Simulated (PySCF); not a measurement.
## Run report: CH7BSi, saddle-point search (part 3 of 3)

CH7BSi, SMILES CB[SiH3]; HF/6-31G, RHF, dispersion D3(BJ), sfX2C (PySCF 2.14.0). 

Geometry of the input (Å):
```
C  -1.0879  0.9750  -0.5769
B  0.1120  0.0003  -0.6899
Si 1.0141  -0.8831  0.8848
H  -1.3157  0.9571  0.5050
H  -2.0021  0.6370  -1.0701
H  -0.8850  2.0183  -0.8242
H  0.5168  -0.2882  -1.7837
H  1.1542  -2.3541  0.6855
H  0.3249  -0.6542  2.1867
H  2.3937  -0.3208  0.9993
```

### Log, continued
```
Geometry optimization cycle 17
Cartesian coordinates (Angstrom)
 Atom        New coordinates             dX        dY        dZ
   C  -1.162484   0.914761  -0.512058   -0.005651 -0.007441 -0.001077
   B   0.093444  -0.001546  -0.664639    0.008433  0.010946  0.001790
  Si   1.094979  -0.842737   0.893852    0.008092  0.010483  0.001739
   H  -1.494924   1.067540   0.504594    0.018225  0.024795  0.002728
   H  -1.988295   0.503476  -1.088910   -0.012284 -0.061870  0.041504
   H  -0.955197   1.886470  -0.956775   -0.051029 -0.020017 -0.053302
   H   0.500905  -0.220827  -1.759887    0.013389  0.017195  0.002323
   H   1.159261  -2.330570   0.745826   -0.010656  0.008734  0.008230
   H   0.471228  -0.544621   2.219366    0.017238  0.023713  0.003161
   H   2.506185  -0.344581   0.935195    0.014304 -0.006443 -0.007030
converged SCF energy = -356.059465711714
--------------- DFsfX2C1eRHF_Scanner gradients ---------------
         x                y                z
0 C    -0.0000023086    -0.0000442844    -0.0000357003
1 B     0.0000446017    -0.0000495869     0.0000983694
2 Si     0.0000299459    -0.0000110130    -0.0000142397
3 H     0.0000068245     0.0000183297     0.0000011449
4 H    -0.0000151555     0.0000573388    -0.0000181554
5 H    -0.0000398022     0.0000073733    -0.0000196816
6 H    -0.0000261425     0.0000259524    -0.0000121880
7 H     0.0000043036    -0.0000041736     0.0000004691
8 H    -0.0000066142    -0.0000002293    -0.0000061987
9 H     0.0000043474     0.0000002929     0.0000061803
----------------------------------------------
cycle 17: E = -356.059465712  dE = 8.45438e-07  norm(grad) = 0.000162863
Step   16 : Displace = 3.268e-02/5.512e-02 (rms/max) Trust = 3.000e-02 (+) Grad = 5.150e-05/1.188e-04 (rms/max) E (change) = -356.0594657117 (+8.454e-07) Quality = 0.647
Hessian Eigenvalues:  -2.574e-04 -1.901e-08 -5.052e-09  1.819e-08  1.644e-05  2.705e-05  3.009e-05
 8.921e-05  1.314e-02  4.285e-02  4.725e-02  5.843e-02    .....    3.581e-01  3.622e-01  3.841e-01

Geometry optimization cycle 18
Cartesian coordinates (Angstrom)
 Atom        New coordinates             dX        dY        dZ
   C  -1.166727   0.909051  -0.511863   -0.004244 -0.005710  0.000195
   B   0.098590   0.005941  -0.664593    0.005146  0.007487  0.000046
  Si   1.100228  -0.835349   0.893781    0.005249  0.007389 -0.000071
   H  -1.492812   1.068694   0.505810    0.002112  0.001154  0.001216
   H  -1.991264   0.476545  -1.075353   -0.002969 -0.026931  0.013557
   H  -0.979087   1.877775  -0.970908   -0.023890 -0.008695 -0.014133
   H   0.509778  -0.208392  -1.759413    0.008872  0.012435  0.000474
   H   1.124984  -2.326138   0.762030   -0.034277  0.004432  0.016205
   H   0.497630  -0.507577   2.222082    0.026402  0.037044  0.002716
   H   2.523806  -0.373179   0.914988    0.017622 -0.028598 -0.020208
converged SCF energy = -356.05946638078
--------------- DFsfX2C1eRHF_Scanner gradients ---------------
         x                y                z
0 C     0.0000114675    -0.0000055417    -0.0000400811
1 B    -0.0000145424     0.0000070234     0.0000103579
2 Si     0.0000013154    -0.0000012202    -0.0000050112
3 H     0.0000002295     0.0000048794     0.0000164548
4 H    -0.0000059967    -0.0000111577     0.0000023026
5 H     0.0000039427     0.0000081601     0.0000142254
6 H     0.0000049217    -0.0000039661     0.0000023935
7 H    -0.0000002737     0.0000001635     0.0000001750
8 H    -0.0000000916     0.0000003515     0.0000004409
9 H    -0.0000009724     0.0000013077    -0.0000012577
----------------------------------------------
cycle 18: E = -356.059466381  dE = -6.69066e-07  norm(grad) = 5.44094e-05
Step   17 : Displace = 2.344e-02/3.616e-02 (rms/max) Trust = 3.000e-02 (=) Grad = 1.721e-05/4.206e-05 (rms/max) E (change) = -356.0594663808 (-6.691e-07) Quality = 0.955
Hessian Eigenvalues:  -2.635e-04 -1.901e-08 -5.052e-09  1.819e-08  1.702e-05  2.736e-05  3.010e-05
 8.599e-05  1.314e-02  4.285e-02  4.725e-02  5.843e-02    .....    3.581e-01  3.622e-01  3.841e-01

Geometry optimization cycle 19
Cartesian coordinates (Angstrom)
 Atom        New coordinates             dX        dY        dZ
   C  -1.163192   0.914009  -0.511288    0.003535  0.004958  0.000575
   B   0.100965   0.009304  -0.664326    0.002375  0.003363  0.000267
  Si   1.096011  -0.841372   0.893194   -0.004217 -0.006023 -0.000587
   H  -1.492504   1.069139   0.506010    0.000308  0.000445  0.000200
   H  -1.986638   0.486361  -1.080008    0.004625  0.009816 -0.004655
   H  -0.971828   1.884679  -0.964704    0.007259  0.006904  0.006204
   H   0.514968  -0.200763  -1.758909    0.005190  0.007628  0.000504
   H   1.110681  -2.332006   0.757766   -0.014302 -0.005868 -0.004264
   H   0.493995  -0.512918   2.221588   -0.003635 -0.005341 -0.000494
   H   2.522674  -0.389084   0.917218   -0.001132 -0.015905  0.002231
converged SCF energy = -356.059466385236
--------------- DFsfX2C1eRHF_Scanner gradients ---------------
         x                y                z
0 C    -0.0000001425    -0.0000090260    -0.0000005921
1 B    -0.0000026111     0.0000011434     0.0000056921
2 Si     0.0000019909    -0.0000007791    -0.0000010841
3 H     0.0000028308     0.0000010936    -0.0000019541
4 H    -0.0000017959     0.0000047371    -0.0000004910
5 H    -0.0000012339     0.0000016082    -0.0000019226
6 H     0.0000010172     0.0000014570     0.0000005691
7 H    -0.0000000023    -0.0000001855     0.0000000354
8 H    -0.0000002014     0.0000000324    -0.0000002600
9 H     0.0000001481    -0.0000000811     0.0000000075
----------------------------------------------
cycle 19: E = -356.059466385  dE = -4.45579e-09  norm(grad) = 1.33606e-05
Step   18 : Displace = 3.427e-03/4.959e-03 (rms/max) Trust = 3.000e-02 (=) Grad = 4.225e-06/9.047e-06 (rms/max) E (change) = -356.0594663852 (-4.456e-09) Quality = 0.590
Hessian Eigenvalues:  -2.719e-04 -1.901e-08 -5.052e-09  1.819e-08  1.708e-05  3.009e-05  3.922e-05
 8.551e-05  1.314e-02  4.285e-02  4.725e-02  5.843e-02    .....    3.581e-01  3.622e-01  3.841e-01

Geometry optimization cycle 20
Cartesian coordinates (Angstrom)
 Atom        New coordinates             dX        dY        dZ
   C  -1.164488   0.912159  -0.511479   -0.001296 -0.001849 -0.000191
   B   0.100828   0.009046  -0.664386   -0.000137 -0.000258 -0.000059
  Si   1.097312  -0.839491   0.893383    0.001301  0.001881  0.000189
   H  -1.493693   1.067442   0.505834   -0.001189 -0.001696 -0.000177
   H  -1.987509   0.482946  -1.079645   -0.000870 -0.003415  0.000363
   H  -0.974649   1.882805  -0.965569   -0.002821 -0.001874 -0.000865
   H   0.514822  -0.201066  -1.758962   -0.000146 -0.000303 -0.000053
   H   1.114470  -2.330147   0.758525    0.003788  0.001859  0.000758
   H   0.494818  -0.511526   2.221681    0.000823  0.001392  0.000093
   H   2.523221  -0.384808   0.917172    0.000547  0.004275 -0.000046
converged SCF energy = -356.059466386096
--------------- DFsfX2C1eRHF_Scanner gradients ---------------
         x                y                z
0 C    -0.0000011249    -0.0000013503    -0.0000010675
1 B    -0.0000003106     0.0000010183     0.0000003452
2 Si     0.0000004141     0.0000002105    -0.0000000729
3 H     0.0000006879     0.0000003328     0.0000003080
4 H    -0.0000000683     0.0000000443    -0.0000000385
5 H     0.0000004955     0.0000001812     0.0000003698
6 H     0.0000001032    -0.0000002456     0.0000002178
7 H    -0.0000001140    -0.0000000315    -0.0000000306
8 H    -0.0000000382    -0.0000000207    -0.0000000389
9 H    -0.0000000447    -0.0000001390     0.0000000075
----------------------------------------------
cycle 20: E = -356.059466386  dE = -8.60268e-10  norm(grad) = 2.63855e-06
```

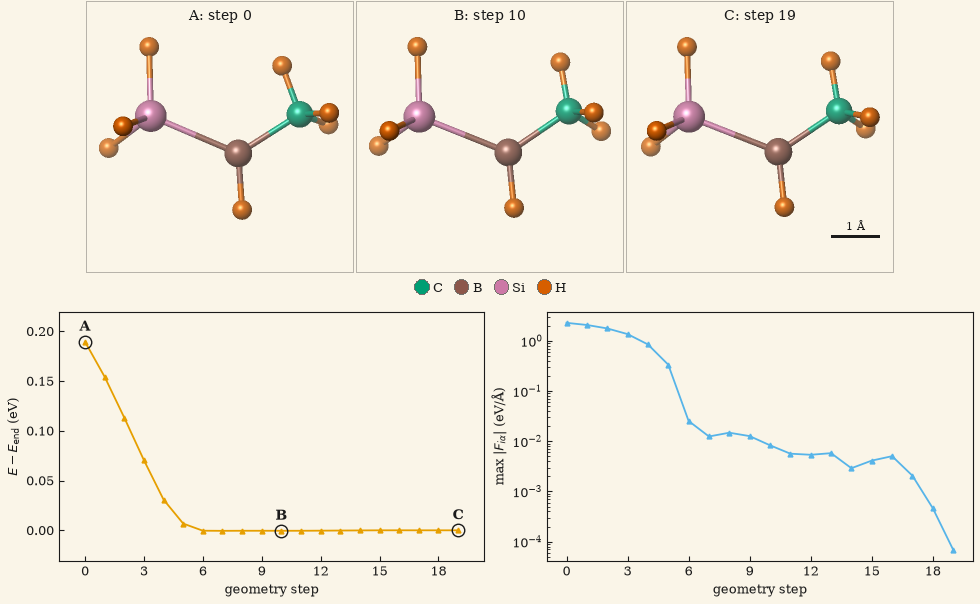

Figure 1. Frames of the saddle-point search (ball-and-stick view, seen on its broad side) above the curves, on which the letters mark them (steps are counted from 0).

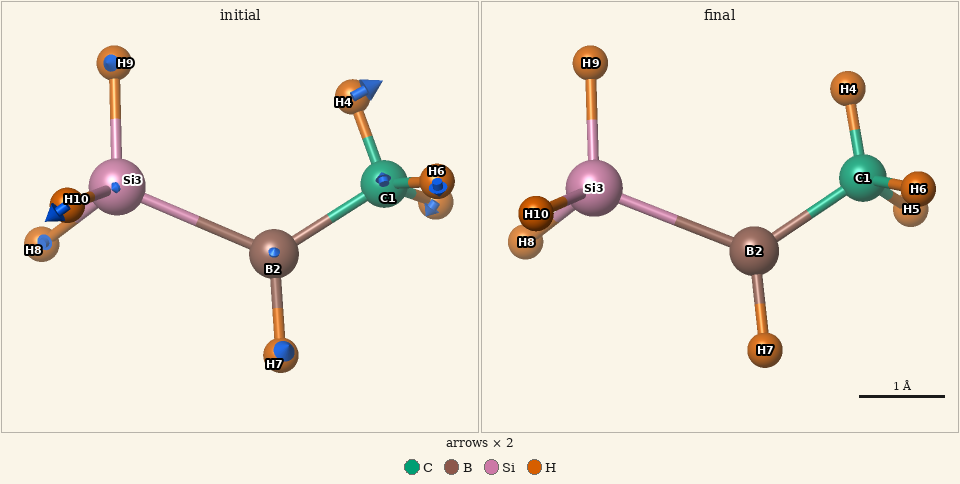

Figure 2. Before (left) and after (right) the saddle-point search, at one scale (ball-and-stick view, seen on its broad side). The blue arrows give the displacements, magnified 2 times. After 19 geometry steps the energy has fallen by 0.189 eV. The largest force component goes from 2.3 to under 0.0001 eV/Å. The atom that moves furthest after the best rigid fit is H4 (0.21 Å). By element the largest moves are H 0.21 Å, C 0.09 Å, B 0.05 Å, Si 0.05 Å. Among the contacts that change: C1–H4 1.106 → 1.080 Å, B2–Si3 2.018 → 2.035 Å, B2–H7 1.201 → 1.189 Å, C1–B2 1.550 → 1.562 Å. Among the angles that change: B2–C1–H4 102.7° → 115.0°, B2–C1–H6 116.1° → 109.5°, B2–C1–H5 114.9° → 109.5°. (Atoms are counted from 1 in the order of the input.)

```
Step   19 : Displace = 2.736e-04/3.910e-04 (rms/max) Trust = 3.000e-02 (=) Grad = 8.344e-07/2.056e-06 (rms/max) E (change) = -356.0594663861 (-8.603e-10) Quality = 0.728
Hessian Eigenvalues:  -2.719e-04 -1.901e-08 -5.052e-09  1.819e-08  1.708e-05  3.009e-05  3.922e-05
 8.551e-05  1.314e-02  4.285e-02  4.725e-02  5.843e-02    .....    3.581e-01  3.622e-01  3.841e-01
Converged! =D

converged: True
C          -1.16448841        0.91215930       -0.51147936
B           0.10082768        0.00904641       -0.66438585
Si          1.09731191       -0.83949131        0.89338278
H          -1.49369309        1.06744229        0.50583354
H          -1.98750853        0.48294570       -1.07964546
H          -0.97464888        1.88280487       -0.96556922
H           0.51482213       -0.20106615       -1.75896178
H           1.11446954       -2.33014680        0.75852461
H           0.49481820       -0.51152589        2.22168125
H           2.52322079       -0.38480828        0.91717217
converged SCF energy = -356.059466386095
total energy: -356.05946639 hartree
```

### Trajectory as extended XYZ (Å, eV, eV/Å), 11 of the 20 frames kept, from step=0 to step=19
```
10
Properties=species:S:1:pos:R:3:forces:R:3 step=0 energy=-9688.68223
C    -1.0879    0.9750   -0.5769   -0.6394   0.0214   2.2997
B     0.1120    0.0003   -0.6899    0.2523  -0.3097  -1.4156
Si    1.0141   -0.8831    0.8848    0.1630   0.0232   0.0507
H    -1.3157    0.9571    0.5050   -0.3915   0.5321  -0.6355
H    -2.0021    0.6370   -1.0701    0.4836   0.1478  -0.3111
H    -0.8850    2.0183   -0.8242    0.0406  -0.3922  -0.3419
H     0.5168   -0.2882   -1.7837    0.0726   0.0271   0.2685
H     1.1542   -2.3541    0.6855   -0.0080  -0.0669  -0.0097
H     0.3249   -0.6542    2.1867   -0.0582   0.0183   0.0455
H     2.3937   -0.3208    0.9993    0.0851  -0.0011   0.0493
10
Properties=species:S:1:pos:R:3:forces:R:3 step=2 energy=-9688.75857
C    -1.0967    0.9741   -0.5630   -0.3578  -0.1718   1.7801
B     0.1105   -0.0055   -0.6930    0.0216  -0.1287  -0.9456
Si    1.0249   -0.8831    0.8838    0.1419   0.0374   0.0345
H    -1.3734    0.9686    0.4975   -0.2160   0.3286  -0.3457
H    -1.9872    0.6498   -1.0965    0.3157   0.1370  -0.3644
H    -0.8696    2.0104   -0.8014    0.0444  -0.2096  -0.3854
H     0.5098   -0.2966   -1.7829    0.0468   0.0515   0.1631
H     1.1584   -2.3570    0.6898   -0.0104  -0.0464  -0.0020
H     0.3390   -0.6458    2.1876   -0.0408   0.0087   0.0261
H     2.4092   -0.3276    0.9945    0.0546  -0.0069   0.0393
10
Properties=species:S:1:pos:R:3:forces:R:3 step=4 energy=-9688.84088
C    -1.1147    0.9664   -0.5364   -0.1353  -0.2080   0.8541
B     0.0962   -0.0137   -0.6872   -0.0942  -0.0562  -0.3086
Si    1.0454   -0.8815    0.8846    0.0898   0.0491   0.0049
H    -1.4764    0.9789    0.4878   -0.0351   0.0982  -0.0813
H    -1.9537    0.6810   -1.1623    0.1471   0.1370  -0.2502
H    -0.8302    1.9893   -0.7695    0.0133  -0.0619  -0.2799
H     0.4820   -0.3011   -1.7765    0.0304   0.0677   0.0322
H     1.1667   -2.3595    0.6968   -0.0128  -0.0156   0.0056
H     0.3723   -0.6344    2.1954   -0.0166  -0.0022   0.0051
H     2.4375   -0.3381    0.9837    0.0136  -0.0080   0.0181
10
Properties=species:S:1:pos:R:3:forces:R:3 step=6 energy=-9688.87207
C    -1.1403    0.9410   -0.5102    0.0068  -0.0255  -0.0221
B     0.0726   -0.0292   -0.6756   -0.0031   0.0005   0.0119
Si    1.0625   -0.8787    0.8861    0.0036  -0.0020  -0.0038
H    -1.5704    0.9624    0.4808   -0.0005   0.0122   0.0065
H    -1.9216    0.7316   -1.2336   -0.0065  -0.0004  -0.0037
H    -0.7868    1.9467   -0.7421    0.0004   0.0101   0.0118
H     0.4731   -0.2613   -1.7704   -0.0012   0.0040  -0.0015
H     1.1560   -2.3630    0.7221   -0.0006   0.0001   0.0015
H     0.4160   -0.6069    2.2065   -0.0002   0.0021  -0.0011
H     2.4639   -0.3553    0.9529    0.0014  -0.0012   0.0006
10
Properties=species:S:1:pos:R:3:forces:R:3 step=8 energy=-9688.87211
C    -1.1482    0.9331   -0.5089    0.0148  -0.0068  -0.0147
B     0.0952    0.0019   -0.6698    0.0022  -0.0034   0.0053
Si    1.0683   -0.8757    0.8866    0.0037   0.0000  -0.0004
H    -1.5654    0.9653    0.4871   -0.0080   0.0039   0.0031
H    -1.9301    0.6664   -1.2137   -0.0063   0.0021   0.0011
H    -0.8437    1.9448   -0.7790   -0.0053   0.0054   0.0066
H     0.5214   -0.1920   -1.7625   -0.0011  -0.0006  -0.0015
H     1.0915   -2.3633    0.7231   -0.0007  -0.0003   0.0006
H     0.4435   -0.5750    2.2111    0.0001   0.0006  -0.0002
H     2.4925   -0.4183    0.9426    0.0006  -0.0009   0.0000
10
Properties=species:S:1:pos:R:3:forces:R:3 step=10 energy=-9688.87214
C    -1.1438    0.9374   -0.5102    0.0069  -0.0070  -0.0083
B     0.0860   -0.0114   -0.6721    0.0013  -0.0018   0.0039
Si    1.0648   -0.8781    0.8869    0.0028   0.0001  -0.0004
H    -1.5662    0.9667    0.4840   -0.0046   0.0032   0.0009
H    -1.9264    0.6951   -1.2226   -0.0034   0.0023   0.0000
H    -0.8177    1.9468   -0.7645   -0.0028   0.0036   0.0046
H     0.5017   -0.2216   -1.7659   -0.0005   0.0001  -0.0009
H     1.1166   -2.3648    0.7232   -0.0008  -0.0002   0.0006
H     0.4300   -0.5888    2.2091    0.0003   0.0008  -0.0001
H     2.4801   -0.3939    0.9485    0.0006  -0.0010  -0.0003
10
Properties=species:S:1:pos:R:3:forces:R:3 step=11 energy=-9688.87212
C    -1.1425    0.9390   -0.5102    0.0023  -0.0057  -0.0042
B     0.0834   -0.0149   -0.6725    0.0008  -0.0010   0.0023
Si    1.0640   -0.8791    0.8868    0.0021   0.0004  -0.0002
H    -1.5651    0.9694    0.4839   -0.0025   0.0020  -0.0004
H    -1.9262    0.7011   -1.2229   -0.0014   0.0020  -0.0005
H    -0.8119    1.9473   -0.7631   -0.0012   0.0022   0.0033
H     0.4958   -0.2295   -1.7666   -0.0002   0.0004  -0.0004
H     1.1258   -2.3652    0.7216   -0.0009  -0.0002   0.0006
H     0.4255   -0.5952    2.2084    0.0005   0.0008  -0.0001
H     2.4761   -0.3857    0.9511    0.0004  -0.0009  -0.0005
10
Properties=species:S:1:pos:R:3:forces:R:3 step=13 energy=-9688.87189
C    -1.1466    0.9345   -0.5099    0.0025  -0.0054  -0.0058
B     0.0775   -0.0221   -0.6709   -0.0001  -0.0011   0.0027
Si    1.0724   -0.8699    0.8884    0.0020   0.0006  -0.0001
H    -1.5432    1.0003    0.4931   -0.0013   0.0011   0.0006
H    -1.9476    0.6612   -1.1905   -0.0015   0.0020  -0.0003
H    -0.8331    1.9338   -0.8134   -0.0013   0.0024   0.0030
H     0.4780   -0.2510   -1.7666   -0.0001   0.0007   0.0000
H     1.1569   -2.3553    0.7289   -0.0008  -0.0002   0.0005
H     0.4337   -0.5900    2.2108    0.0003   0.0007  -0.0001
H     2.4770   -0.3543    0.9466    0.0003  -0.0008  -0.0005
10
Properties=species:S:1:pos:R:3:forces:R:3 step=15 energy=-9688.87167
C    -1.1568    0.9222   -0.5110    0.0040   0.0005  -0.0041
B     0.0850   -0.0125   -0.6664   -0.0011   0.0006  -0.0013
Si    1.0869   -0.8532    0.8921   -0.0003   0.0008   0.0004
H    -1.5131    1.0427    0.5019   -0.0012  -0.0015   0.0014
H    -1.9760    0.5653   -1.1304   -0.0010  -0.0006   0.0010
H    -0.9042    1.9065   -0.9035   -0.0007   0.0010   0.0020
H     0.4875   -0.2380   -1.7622    0.0005  -0.0009   0.0005
H     1.1699   -2.3393    0.7376   -0.0006   0.0001   0.0002
H     0.4540   -0.5683    2.2162    0.0003   0.0003   0.0002
H     2.4919   -0.3381    0.9422    0.0000  -0.0003  -0.0004
10
Properties=species:S:1:pos:R:3:forces:R:3 step=17 energy=-9688.87167
C    -1.1667    0.9091   -0.5119   -0.0006   0.0003   0.0021
B     0.0986    0.0059   -0.6646    0.0007  -0.0004  -0.0005
Si    1.1002   -0.8353    0.8938   -0.0001   0.0001   0.0003
H    -1.4928    1.0687    0.5058    0.0000  -0.0003  -0.0008
H    -1.9913    0.4765   -1.0754    0.0003   0.0006  -0.0001
H    -0.9791    1.8778   -0.9709   -0.0002  -0.0004  -0.0007
H     0.5098   -0.2084   -1.7594   -0.0003   0.0002  -0.0001
H     1.1250   -2.3261    0.7620    0.0000   0.0000   0.0000
H     0.4976   -0.5076    2.2221    0.0000   0.0000   0.0000
H     2.5238   -0.3732    0.9150    0.0001  -0.0001   0.0001
10
Properties=species:S:1:pos:R:3:forces:R:3 step=19 energy=-9688.87167
C    -1.1645    0.9122   -0.5115    0.0001   0.0001   0.0001
B     0.1008    0.0090   -0.6644    0.0000  -0.0001   0.0000
Si    1.0973   -0.8395    0.8934    0.0000   0.0000   0.0000
H    -1.4937    1.0674    0.5058    0.0000   0.0000   0.0000
H    -1.9875    0.4829   -1.0796    0.0000   0.0000   0.0000
H    -0.9746    1.8828   -0.9656    0.0000   0.0000   0.0000
H     0.5148   -0.2011   -1.7590    0.0000   0.0000   0.0000
H     1.1145   -2.3301    0.7585    0.0000   0.0000   0.0000
H     0.4948   -0.5115    2.2217    0.0000   0.0000   0.0000
H     2.5232   -0.3848    0.9172    0.0000   0.0000   0.0000
```

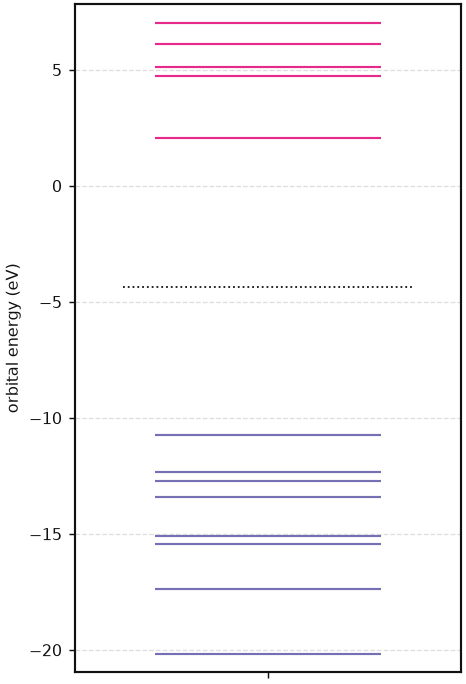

Figure 3. Orbital energies near the frontier; the dotted line parts filled from empty levels, and levels within 0.02 eV of each other stand side by side. Highest filled −10.73 eV, lowest empty 2.05 eV, 12.78 eV apart.

### Key numbers

```tsv
quantity	value
outcome	converged
total energy	−356.059466 hartree
dispersion energy	−0.048455 hartree
basis functions	45
HOMO	−10.73 eV
LUMO	2.05 eV
dipole moment	1.28 D
wall time	56 s
peak memory	0.29 GiB
```
